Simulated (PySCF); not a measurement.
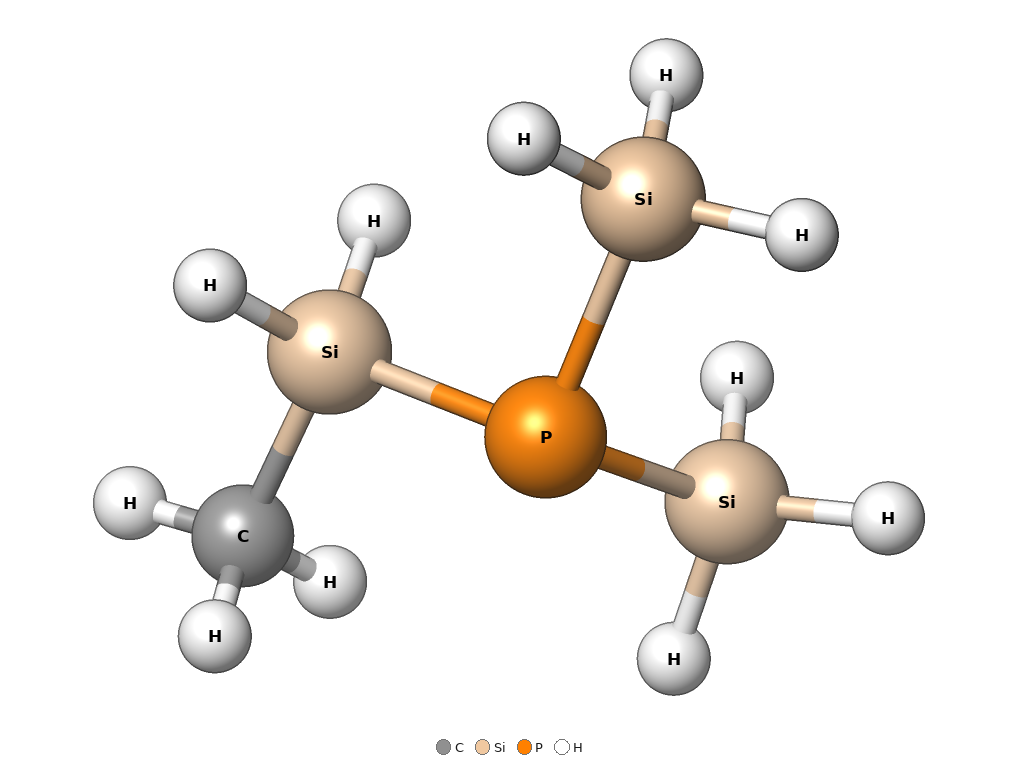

Computed geometry: GFN2-xTB optimisation. No frequency run is at hand to confirm it as a minimum. Properties computed with PBE0/pcSseg-1, gas phase (PySCF 2.14.0).

Predict the main results.

The species is CH11PSi3 (`C[SiH2]P([SiH3])[SiH3]`).
- dipole moment: 1.07 D
- HOMO energy (Kohn–Sham orbital): −7.01 eV
- LUMO energy (Kohn–Sham orbital): 0.00 eV
- HOMO–LUMO gap: 7.01 eV

The geometry is semi-empirical. Around P, Si such bond lengths and angles can be off by a tenth of an ångström or more and by several degrees, and values that hang on the shape move with them.
